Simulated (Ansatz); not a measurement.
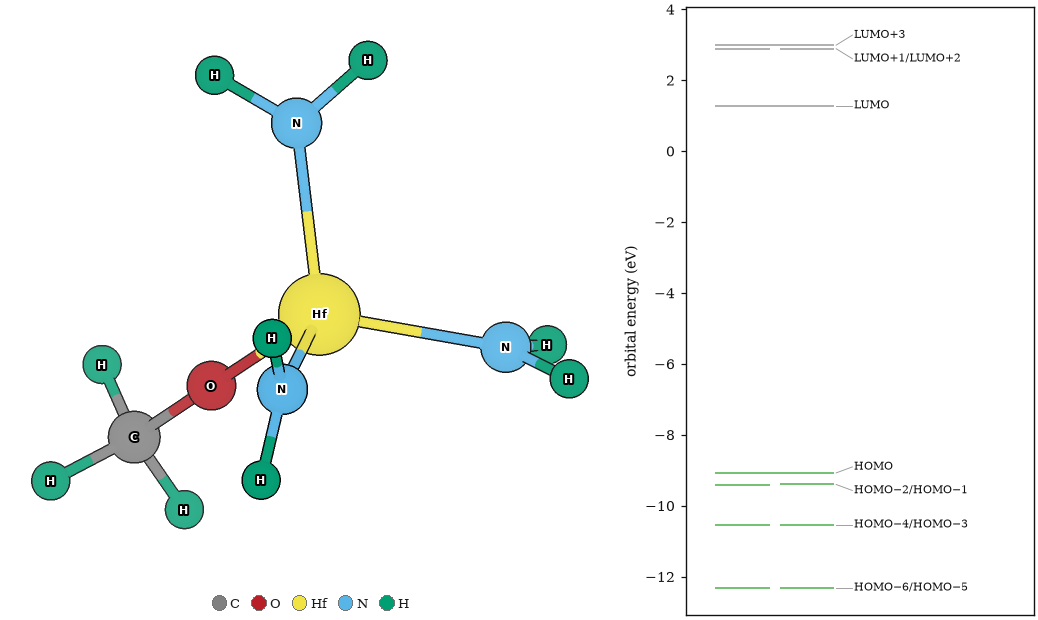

CH₉HfN₃O, SMILES C[O][Hf]([NH2])([NH2])[NH2], singlet. Kohn-Sham orbital energies near the frontier, ωB97M-V/def2-TZVPP, the Ansatz code, at a PBE0-D4/def2-TZVP geometry (a minimum by its frequencies), isolated molecule; empty levels in grey, levels within 0.03 eV side by side.

Question: Where do the frontier orbitals lie?

Answer: HOMO at −9.07 eV, LUMO at 1.29 eV, 10.36 eV apart.

Question: How far below the HOMO does the next level lie?

Answer: 0.32 eV.

Caveats: core potentials past krypton; spin-orbit coupling is left out, and with Hf it can shift these levels and split any degenerate set; one conformer of a flexible molecule; empty levels above zero depend strongly on the basis.
